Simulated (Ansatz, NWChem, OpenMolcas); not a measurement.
How methods differ on SiH3I (SMILES [SiH3]I)

SiH3I: 5 atoms, total charge 0, spin state singlet. SMILES: `[SiH3]I`. The coordinates come from a PBE0-D4/def2-TZVP relaxation.

```xyz
5

Si   -0.1656    0.0693   -0.0773
I     1.9077   -0.9233    0.7378
H    -1.1444    0.0890    1.0339
H    -0.6713   -0.7557   -1.1984
H     0.1235    1.4470   -0.5373
```

Quantity: the vertical energy of the triplet above the singlet, in eV. The values are calculated.

| level | kind | program | value (eV) | less CCSD(T)/def2-TZVP | CPU time (all runs) |
| --- | --- | --- | --- | --- | --- |
| HF/def2-TZVP (core potential) | Hartree–Fock | Ansatz | 5.39 | -0.14 | 90 s |
| BLYP/def2-TZVP (core potential) | GGA | OpenMolcas | 5.11 | -0.42 | 2.8 min |
| PBE/def2-TZVP (core potential) | GGA | Ansatz | 5.05 | -0.48 | 1.8 min |
| M06-2X/def2-TZVP (core potential) | hybrid meta-GGA | NWChem | 5.23 | -0.30 | 82 s |
| PBE0/def2-TZVP (core potential) | global hybrid | Ansatz | 5.25 | -0.28 | 3.3 min |
| CAM-B3LYP/def2-TZVP (core potential) | range-separated hybrid | NWChem | 5.40 | -0.13 | 4.9 min |
| B2PLYP/def2-TZVP (core potential) | double hybrid | NWChem | 5.47 | -0.06 | 75 s |
| CCSD(T)/def2-TZVP (core potential) | coupled cluster or CI | Ansatz | 5.53 | 0.00 | 5.3 min |
| FCI/STO-3G | exact in the basis | Ansatz | 7.33 | +1.80 | 44 s |

Differences are taken from CCSD(T)/def2-TZVP (core potential) for orientation; it has basis-set and higher-order errors of its own. All-electron rows without a relativistic Hamiltonian named are non-relativistic, while core potentials hold scalar relativity, so basis and relativity change together. Spin-orbit coupling, which can split open shells on such heavy atoms by tenths of an eV, is left out. The values span 5.05 to 7.33 eV. A triplet this far above the singlet is often a Rydberg-like or dissociative state; sets without diffuse functions put Rydberg states too high. High-level rows in very small sets aren't better than simpler rows in larger ones. In the correlated wave-function rows the outer d shell of I is correlated, in sets not made for it. The upper state's dipole differs much between rows, so they may not all be the same state. CPU times are rough (shared hosts, several kinds of processor and program).

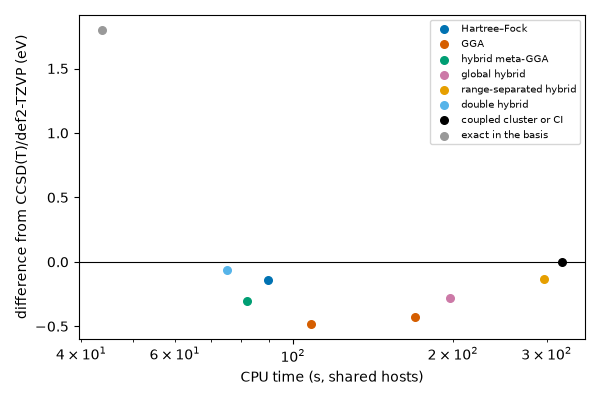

Difference from CCSD(T)/def2-TZVP against processor time, one point a level.
